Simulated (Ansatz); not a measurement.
C2H5AlF2O (SMILES [OH][Al]([F])[CH2]CF)

| atom | x (Å) | y (Å) | z (Å) |
| --- | --- | --- | --- |
| O | 1.0343 | 1.1992 | -1.6463 |
| Al | 0.7512 | -0.3909 | -1.1646 |
| F | 1.3468 | -1.6437 | -2.0571 |
| C | -0.2787 | -0.7452 | 0.4429 |
| C | -0.7399 | 0.4781 | 1.1864 |
| F | -1.4713 | 0.1187 | 2.3140 |
| H | 1.5267 | 1.4639 | -2.4211 |
| H | -1.1437 | -1.3566 | 0.1591 |
| H | 0.3292 | -1.3760 | 1.1021 |
| H | 0.1004 | 1.0870 | 1.5326 |
| H | -1.3897 | 1.1086 | 0.5726 |

Geometry: PBE0-D4/def2-TZVP.

Computed with RKS PBE0-D4/def2-TZVPP (Ansatz 0.2.0).

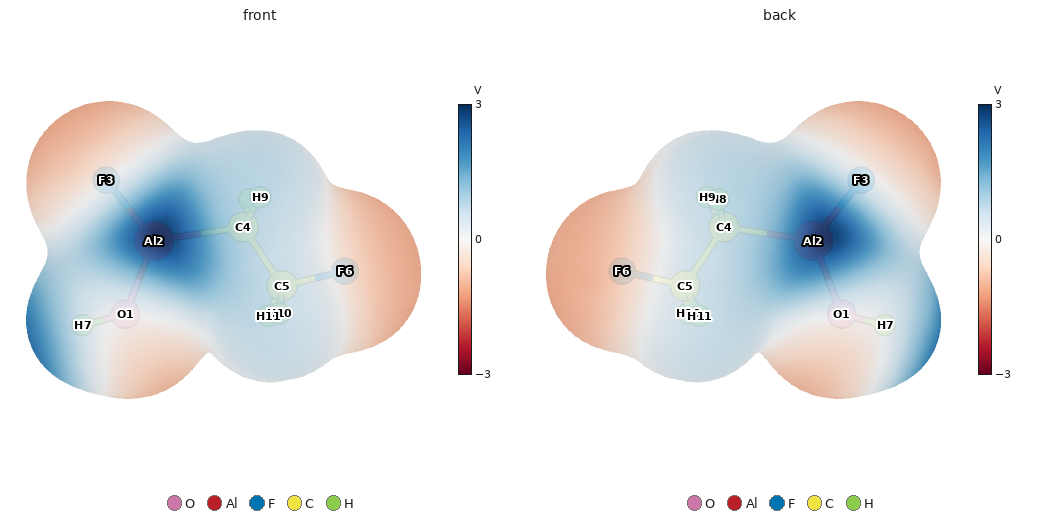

Figure 1. The electrostatic potential painted on the density surface at 0.001 e/bohr³, seen from the front and from behind; the colour scale runs from red (negative) to blue (positive).

Q: Which sites attract a positive test charge, and which a negative one?

A: A positive charge is drawn to the negative regions and a negative charge to the positive ones. The most negative region (about −1.1 V) lies over F3 and F6, the most positive (about +2.8 V) over Al2.

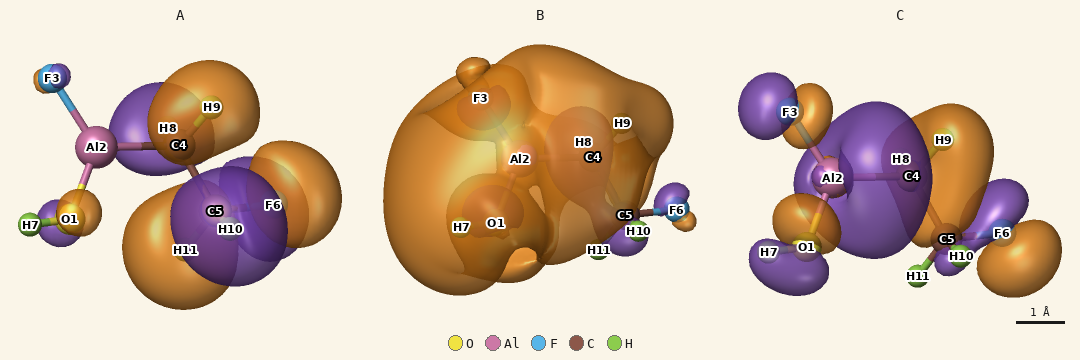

Figure 2. Three frontier orbitals at ±0.05 Å⁻³ᐟ² (orange and purple are the two phases), in no order.

Q: Which picture is the HOMO−1, the HOMO and the LUMO?

A: A is the HOMO−1 (−9.40 eV). By Hirshfeld shares it lies mainly on F6 (about 35 %), C5 (about 25 %), H11 (about 10 %), H10 (about 10 %) and C4 (about 5 %). C is the HOMO (−8.97 eV). It lies mainly on C4 (about 40 %), Al2 (about 20 %), F6 (about 15 %) and C5 (about 5 %). B is the LUMO (−0.52 eV). It lies mainly on Al2 (about 55 %), C4 (about 10 %), O1 (about 10 %), H7 (about 10 %) and F3 (about 5 %).

Q: What is the HOMO–LUMO gap?

A: 8.45 eV between the orbital energies.

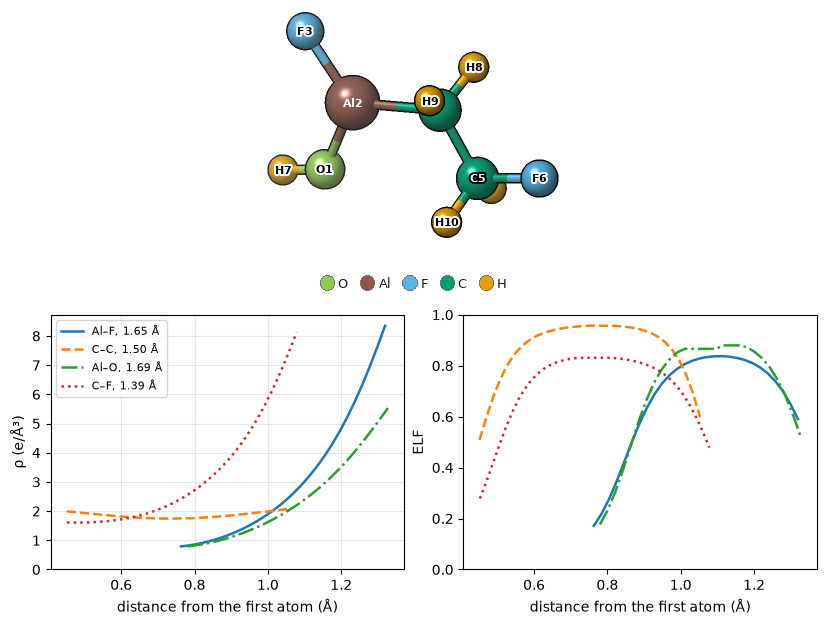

Figure 3. Total electron density and ELF along straight lines between neighbouring atoms. The curves leave out the atomic cores. The structure is drawn too.

Q: What can be read from the curves?

A: Al–F (1.65 Å): the density is about 0.92 e/Å³ at the midpoint; the ELF peaks at about 0.85 in the valence shell of F, 0.5 Å from its nucleus, and is about 0.35 at the midpoint.
C–C (1.50 Å): ρ at the midpoint is about 1.7 e/Å³; the ELF peaks at about 0.95 between the atoms; a shared electron pair.
Al–O (1.69 Å): ρ at the midpoint is about 0.92 e/Å³; the ELF peaks at about 0.90 in the valence shell of O, 0.6 Å from its nucleus, and is about 0.40 at the midpoint.
C–F (1.39 Å): ρ at the midpoint is about 2 e/Å³, with its minimum of 1.6 e/Å³ about 0.5 Å from C; the ELF peaks at about 0.85 between the atoms, as expected for a polar covalent bond.
